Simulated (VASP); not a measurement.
Band structure of PbF2 (fluorite). All values below come from revTPSS meta-GGA, VASP's PBE PAW potentials (set 64) (plane waves; VASP 6.6.1).

Unless said otherwise, spin-orbit coupling is left out, though it shifts the bands of the heavy elements here.

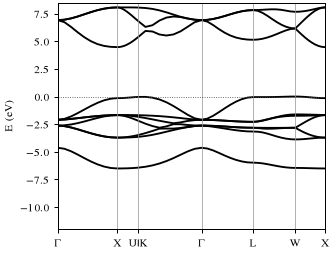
Bands along high-symmetry lines, zero at the valence-band maximum or, without a gap, the Fermi level

### Question
Read the plot: is there a gap, and where are the band edges?

### Answer
The gap is indirect, 4.47 eV, from the valence maximum at W to the conduction minimum at X.

The compound is PbF2 in the fluorite structure, the β form. It was relaxed first.
